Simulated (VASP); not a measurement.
# How SCF solver and smearing change a VASP run on BiRh, part 4 of 4

A convergence test on BiRh: the SCF solver and smearing. The series runs use r2SCAN. The start is a cell from a database of measured crystal structures.

VASP 6.6.1; r2SCAN; plane waves and PAW (Bi_d, Rh_pv).

Still holding for the runs below: The k-mesh is coarse for a metal.

So far. Step 20 (Smearing: ISMEAR = 1, SIGMA = 0.5): Against the run before the energy at zero width moves by -0.25 meV an atom and the pressure by +0.16 GPa, after 14 cycles in 1.7 min. The entropy term T·S comes to 1.31 meV an atom in size.

## Step 21: Smearing: ISMEAR = -5

File INCAR:

```
SYSTEM = BiRh
PREC = Accurate
ENCUT = 400
EDIFF = 1E-06
NELM = 100
ISMEAR = -5
SIGMA = 0.05
LREAL = .FALSE.
ALGO = Normal
METAGGA = R2SCAN
LASPH = .TRUE.
NBANDS = 37
LORBIT = 11
LWAVE = .FALSE.
LCHARG = .FALSE.
KPAR = 4
ISIF = 2
```

File POSCAR:

```
BiRh
1.0
    4.0940000000      0.0000000000      0.0000000000
   -2.0470000000      3.5455080031      0.0000000000
    0.0000000000      0.0000000000      5.6630000000
Bi Rh
2 2
Direct
    0.3333333333      0.6666666667      0.2500000000
    0.6666666667      0.3333333333      0.7500000000
    0.0000000000      0.0000000000      0.0000000000
    0.0000000000      0.0000000000      0.5000000000
```

File KPOINTS:

```
Automatic mesh
0
Gamma
6 6 4
0 0 0
```

PAW data sets: Bi_d and Rh_pv (PBE family, release 64).

Command:

```sh
mpirun -np 4 vasp_std
```

Output:

```text
[... set-up lines as in an earlier step ...]
 entering main loop
       N       E                     dE             d eps       ncg     rms          rms(c)
DAV:   1     0.570360498519E+03    0.57036E+03   -0.29908E+04  1610   0.181E+03
DAV:   2    -0.119960148530E+03   -0.69032E+03   -0.67447E+03  1585   0.560E+02
DAV:   3    -0.179455183345E+03   -0.59495E+02   -0.57678E+02  1756   0.177E+02
DAV:   4    -0.181817733596E+03   -0.23626E+01   -0.23471E+01  1857   0.363E+01
[...]
DAV:  14    -0.165978838508E+03    0.13985E-05   -0.67713E-07   887   0.796E-03    0.842E-04
DAV:  15    -0.165978837320E+03    0.11878E-05   -0.24419E-07   882   0.421E-03    0.451E-04
DAV:  16    -0.165978837425E+03   -0.10502E-06   -0.55124E-08   872   0.254E-03
   1 F= -.16597884E+03 E0= -.16597884E+03  d E =0.000000E+00
 -----------------------------------------------------------------------------
|                                                                             |
|           W    W    AA    RRRRR   N    N  II  N    N   GGGG   !!!           |
|           W    W   A  A   R    R  NN   N  II  NN   N  G    G  !!!           |
|           W    W  A    A  R    R  N N  N  II  N N  N  G       !!!           |
|           W WW W  AAAAAA  RRRRR   N  N N  II  N  N N  G  GGG   !            |
|           WW  WW  A    A  R   R   N   NN  II  N   NN  G    G                |
|           W    W  A    A  R    R  N    N  II  N    N   GGGG   !!!           |
|                                                                             |
|     Tetrahedron method does not include variations of the Fermi             |
|     occupations, so forces and stress will be inaccurate. We suggest        |
|     using a different smearing scheme ISMEAR = 1 or 2 for metals in         |
|     relaxations.                                                            |
|                                                                             |
 -----------------------------------------------------------------------------
```

The job ended after 2 min (4 MPI ranks of AMD EPYC 7R43, shared host; peak memory 0.64 GiB; 7.9 min of CPU time).

From OUTCAR (step 21):

```text
  Total        1.6473229      1.6473229      1.6362181     -0.0000000      0.0000000     -0.0000000
  in kB       32.1082369     32.1082369     31.8917910     -0.0000000      0.0000000     -0.0000000
  external PRESSURE =      32.0360883 kB  Pullay stress =       0.0000000 kB

 POSITION                                       TOTAL-FORCE (eV/Angst)
 -----------------------------------------------------------------------------------
     -0.00000      2.36367      1.41575         0.000000      0.000000      0.000000
      2.04700      1.18184      4.24725        -0.000000      0.000000      0.000000
      0.00000      0.00000      0.00000         0.000000     -0.000000      0.000000
      0.00000      0.00000      2.83150         0.000000     -0.000000      0.000000
 -----------------------------------------------------------------------------------
    total drift:                               -0.000000      0.000000      0.000000

  FREE ENERGIE OF THE ION-ELECTRON SYSTEM (eV)
  ---------------------------------------------------
  free  energy   TOTEN  =      -165.9788374249 eV

  energy  without entropy=     -165.9788374249  energy(sigma->0) =     -165.97883742

[... 2 parts as in an earlier step ...]

[... 1 further part left out ...]
[key lines of the parts left out:]
E-fermi :   9.9467
```

With tetrahedra the forces and stress of a metal are not exact derivatives of the energy.

Against the first of the series the energy at zero width moves by -0.30 meV an atom and the pressure by +0.07 GPa, after 16 cycles in 2 min.

## Step 22: The smearing series as a table

This step: convergence of r2SCAN results with the smearing; plane waves and PAW (VASP 6.6.1).

This step runs nothing: it gathers the runs above.

One cell and one 6×6×4 mesh. Free energy against width, by row:

```csv
Gaussian width σ (eV),free energy less that at the narrowest width (meV/atom)
0.01,0
0.05,-0.23
0.1,-1
0.2,-4.92
0.5,-34.29
```

Differences are taken from the run with ISMEAR = 0, SIGMA = 0.01. Results of the series, by row:

```csv
setting,status,energy less the reference (meV/atom),pressure (GPa),SCF cycles,wall time (s)
"ISMEAR = 0, SIGMA = 0.01",converged,0,3.135,14,109
"ISMEAR = 0, SIGMA = 0.05",converged,0.04668,3.059,14,101
"ISMEAR = 0, SIGMA = 0.1",converged,0.09957,3.041,14,98
"ISMEAR = 0, SIGMA = 0.2",converged,0.6929,3.162,14,96
"ISMEAR = 0, SIGMA = 0.5",converged,-0.08859,3.625,14,109
"ISMEAR = 1, SIGMA = 0.01",converged,0.01361,3.152,14,113
"ISMEAR = 1, SIGMA = 0.05",converged,0.1485,3.118,14,107
"ISMEAR = 1, SIGMA = 0.1",converged,0.1783,3.036,14,119
"ISMEAR = 1, SIGMA = 0.2",converged,0.6552,3.021,14,107
"ISMEAR = 1, SIGMA = 0.5",converged,0.4072,3.179,14,103
ISMEAR = -5,converged,-0.302,3.204,16,120
```

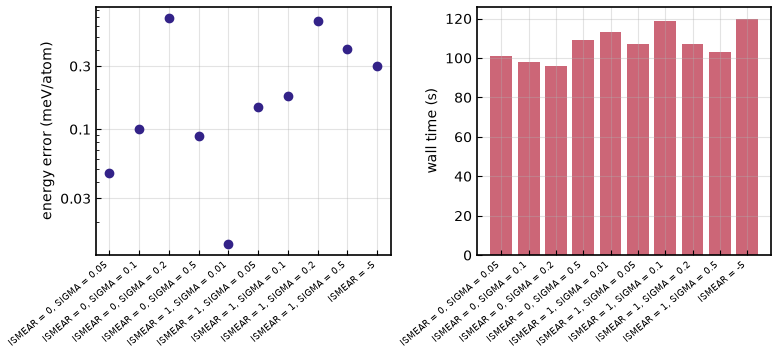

The energy error in size, against the reference run (errors under 0.01 are drawn at 0.01), and the wall time by setting.

## Step 23: What came out

| Quantity | Value |
| --- | --- |
| fewest SCF cycles | ALGO = Normal (14) |
| most SCF cycles among converged runs | IMIX = 1, AMIX = 0.2 (36) |
| spread of the pressure over the SCF solver | 0.186 GPa |
| spread of the energy over the SCF solver | 0.00137 meV/atom |
| spread of the pressure over the smearing | 0.604 GPa |
| spread of the energy over the smearing | 0.995 meV/atom |

What this shows: All SCF solvers that converged agree within 0.05 meV an atom. No setting beats the 1.8 min of ALGO = Normal by a fifth or more; the slowest converged run is IMIX = 1, AMIX = 0.2, at 3.9 min. On a shared host such times are rough. Yet the pressure of ALGO = VeryFast is -0.11 GPa off: EDIFF tests the energy, which is second order in the error of the density, while the stress is first order. The usual rule keeps the entropy term T·S under 1 meV an atom, which holds up to a width of 0.05 eV for Gaussian and 0.2 eV for first-order Methfessel-Paxton. That rule is made for Methfessel-Paxton; with the other schemes the zero-width estimate is the energy to use. Farthest in energy from the narrowest smearing lies ISMEAR = 0, SIGMA = 0.2 (+0.7 meV an atom, +0.03 GPa). On a fixed mesh a narrow width is not the exact answer for a metal: it samples the Fermi surface more noisily. Forces vanish by symmetry in this cell, so the series can't test them.

[Lines on the potential files, build, host, timing and source positions are cut from VASP's logs without a mark.]

[Logs are printed without paths, hosts, clocks, repeated set-up lines and the standing remarks that a program may print on its own settings, such as how far it seeks lower states.]

[Hosts, paths, dates, database ids (printed as entryN), source tags and the programs' standing remarks are cut or masked in the printed files.]

[A measured line is paired with the nearest computed mode of its activity, which favours agreement.]
